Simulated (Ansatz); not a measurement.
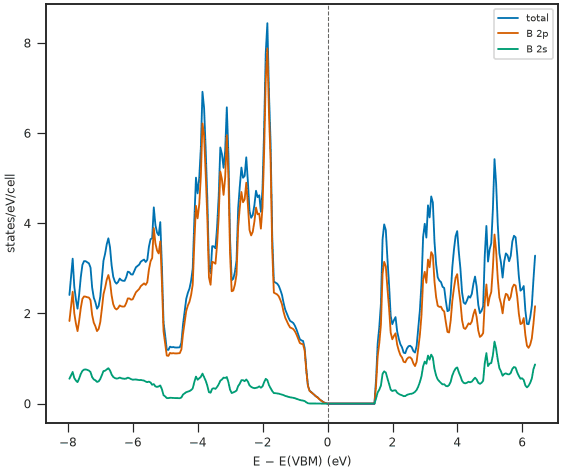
Figure. Total and projected density of states of B (α-B12, space group No. 166), PBE in the plane-wave PAW code Ansatz

Question: Which orbitals carry the states next to the gap?

Answer: Top 1 eV of the valence band: B 2p 95 %. Bottom 1 eV of the conduction band: B 2p 80 %, B 2s 17 %. Projections are on Löwdin-orthogonalised atomic valence shells; empty p or d shells of many metals are not among them.

Question: Where is the tallest occupied peak in this window, and what makes it?

Answer: Near -1.9 eV, about 8.4 states/eV per cell; the largest projected share is B 2p.

Space group R-3m (α-B12). The cell was relaxed with PBE under the symmetry of its start.

Potentials: the later of the program's two PAW sets.
